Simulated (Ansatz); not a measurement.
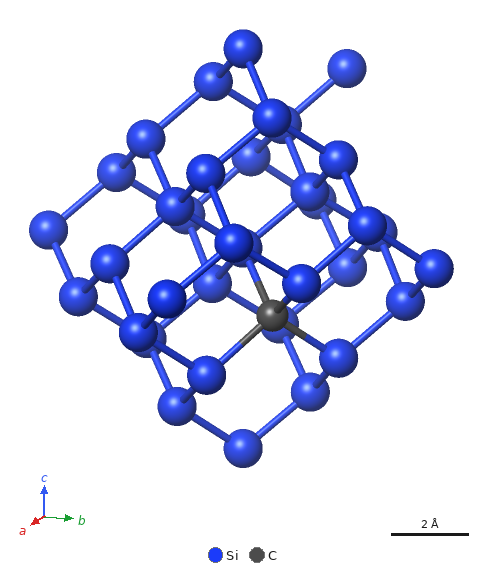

Starting structure of a crystal of Si62C2 (a generated structure, set up in P1). The picture is a ball-and-stick view of the atoms within 5.8 Å of the atom that moves most (axes of the cell of the calculation (origin shifted)), seen slightly off an axis.

All numbers below come from Ansatz 0.2.0, DFT, PBEsol, PAW, plane waves.

(plane-wave cutoff 420 eV; k-point mesh 1 × 1 × 1; mesh shifted by (0.5, 0.5, 0.5); no spin polarisation; cell relaxed at fixed shape; force threshold 0.03 eV/Å; at most 80 steps)

```xyz
64
Lattice="10.7528 0.0000 0.0000 0.0000 10.7528 0.0000 0.0000 0.0000 10.7528" Properties=species:S:1:pos:R:3 pbc="T T T"
Si    0.0002   10.7443   10.7171
Si    0.0071    5.3980   10.7428
Si   10.7439    5.3392    5.3864
Si    5.3807   10.7481   10.7137
Si    5.3701    0.0093    5.3583
Si    5.3728    5.4199   10.7402
Si    5.3570    5.4042    5.3809
Si    1.3239    1.3307    1.3215
Si    1.3220    1.3316    6.7223
Si    1.3669    6.7126    1.3431
Si    1.3611    6.7528    6.7502
Si    6.7271    1.3546    1.3524
Si    6.6622    1.3571    6.7601
Si    6.7187    6.7036    1.3430
Si    6.7094    6.7693    6.7257
Si    2.6794    2.6734    0.0418
Si    2.6804    2.7083    5.3810
Si    2.6674    8.1218   10.7319
Si    2.7147    8.0700    5.3647
Si    8.0997    2.6727   10.7410
Si    8.0994    2.6784    5.3869
Si    8.0557    8.0597    0.0154
Si    8.0938    8.0475    5.3450
Si    4.0478    4.0705    1.3525
Si    4.0277    4.0182    6.7228
Si    4.0049    9.4283    1.3459
Si    4.0347    9.3872    6.7171
Si    9.4016    4.0305    1.3718
Si    9.4355    4.0026    6.7248
Si    9.4242    9.4240    1.3695
Si    9.3850    9.4009    6.7511
Si    2.6883    0.0039    2.7011
Si    2.7217   10.7373    8.0263
Si    2.6786    5.3740    2.7030
Si    2.6803    5.3652    8.0653
Si    8.0502    0.0100    2.6745
Si    8.0490   10.7493    8.0610
Si    8.0689    5.3807    2.6733
Si    8.0837    5.3699    8.0696
Si    3.9984    1.3254    4.0476
Si    4.0281    1.3247    9.4072
Si    4.0453    6.6933    4.0945
Si    4.0340    6.7415    9.3778
Si    9.4230    1.3344    4.0550
Si    9.4036    1.3183    9.3862
Si    9.3891    6.7292    4.0573
Si    9.4299    6.7137    9.4332
Si    0.0010    2.6795    2.6773
Si   10.7519    2.6516    8.0758
Si   10.7296    8.0887    2.6961
Si    0.0136    8.0483    8.0803
Si    5.3748    2.6601    2.6626
Si    5.4441    8.0627    2.6892
Si    5.3865    8.0749    8.0841
Si    1.3467    4.0235    4.0263
Si    1.3612    4.0137    9.4630
Si    1.3441    9.4429    4.0060
Si    1.3162    9.4081    9.4283
Si    6.7177    4.0050    4.0250
Si    6.7191    4.0226    9.4079
Si    6.7318    9.3887    4.0466
Si    6.7133    9.4633    9.4178
C    10.7253   10.7464    5.3937
C     5.4302    2.6920    8.1007
```

**Where does the relaxation end?**

The largest move relative to the cell is that of Si31, 0.36 Å along [1 1 −1]. Largest moves by element: Si 0.36 Å, C 0.07 Å. The drawn cell changes as follows: a = b = c 10.753 → 10.743 Å (−0.1 %); the volume changes by −0.3 %. Near-neighbour distances that change, for instance: Si57–C63 2.346 → 1.997 Å, Si31–C63 2.334 → 1.992 Å, Si9–C63 2.319 → 1.996 Å, Si44–C63 2.299 → 1.992 Å. Bond angles that change, for instance: Si15–Si23–Si31 106.8° → 116.4°, Si23–Si31–C63 107.5° → 115.6°, Si23–Si31–Si37 111.1° → 103.1°. The space group (tolerance 0.01 Å) goes from P1 (No. 1) to Cmc2_1 (No. 36). After 5 geometry steps the energy has fallen by 73.2 meV per atom. The largest force component goes from 2 to 0.0037 eV/Å. The pressure goes from 1.20 to 0.00 GPa. The run took 5.7 s on 1 × NVIDIA GB300 with 8 threads of Arm Neoverse-V2, peak memory 2 GiB.

The end point in the same view:

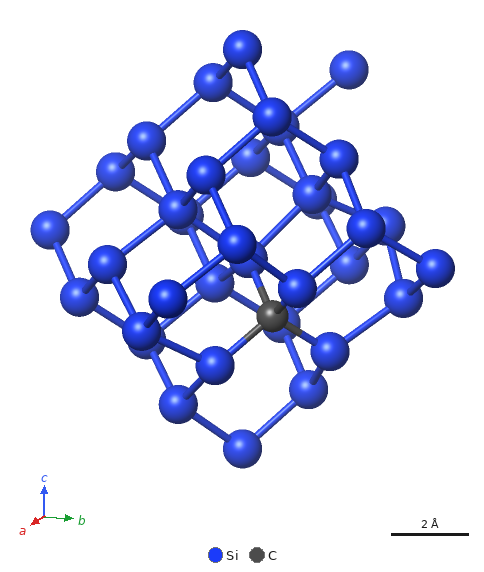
